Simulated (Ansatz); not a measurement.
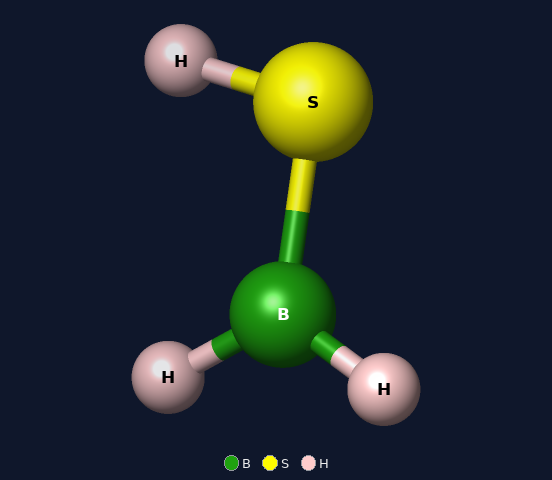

Every bond is drawn as one stick, whatever its order.

Describe the molecule.

Formula BH₃S. The point group is Cs. All atoms lie on one plane. Coordination: 1 B trigonal planar; 1 S bent.

The parts below concern this one geometry. Atoms keep their numbers from picture to picture. The geometry was computed by an optimisation with PBE0-D4/def2-TZVP.

## Geometry

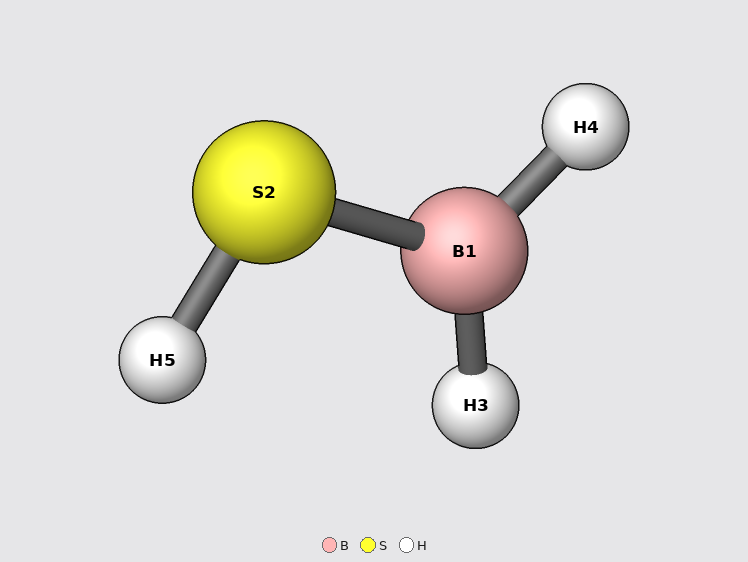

The atoms are numbered.

Give the bond lengths.

| bond | length (Å) |
| --- | --- |
| B1–S2 | 1.765 |
| B1–H3 | 1.190 |
| B1–H4 | 1.192 |
| S2–H5 | 1.344 |

## Electronic properties

Method: RKS PBE0-D4/def2-TZVPP (Ansatz 0.2.0).

Question: Give the HOMO energy (Kohn–Sham orbital) at this level.

Answer: −8.48 eV.

Question: What is the HOMO–LUMO gap?

Answer: 7.17 eV.

## Charges

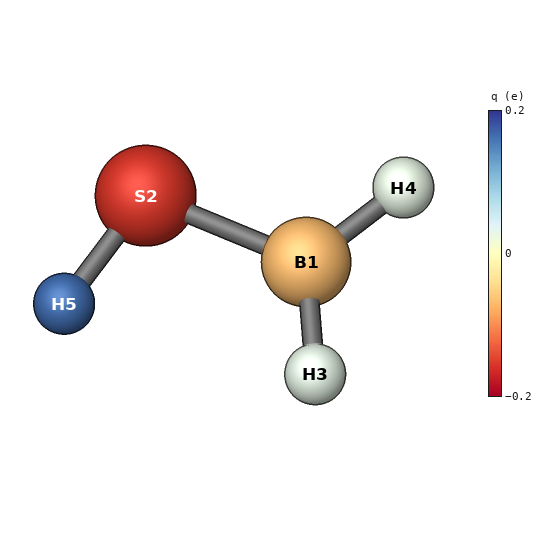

Atoms are coloured by their Mulliken charges. Method: RKS PBE0-D4/def2-TZVP (Ansatz 0.2.0).

Question: Which atom carries the highest charge (most positive or least negative)?

Answer: H5 (0.16 e).

Question: And the lowest?

Answer: S2 (−0.15 e).

List the Mulliken charges.

```tsv
atom	value (e)
B1	−0.07
S2	−0.15
H3	0.03
H4	0.03
H5	0.16
```

## Dipole moment

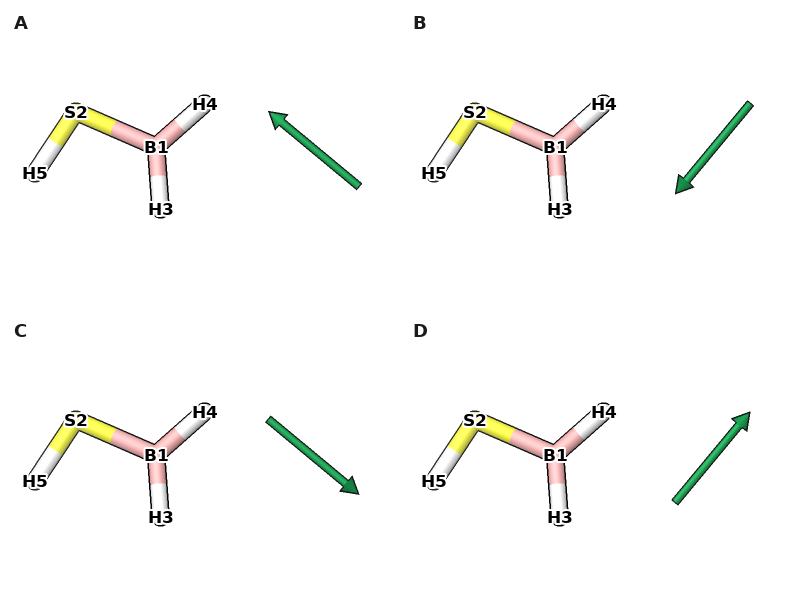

The same molecule four times, each with an arrow. Level of theory: RKS PBE0-D4/def2-TZVP (Ansatz 0.2.0).

Question: Which arrow points along the dipole moment, from the negative to the positive end?

Answer: B. The dipole moment is 0.93 D; it points from the side of H4 to the side of H5 (the outermost atoms at the two ends).

Mulliken values depend strongly on the basis set and can even reverse the polarity of a bond.
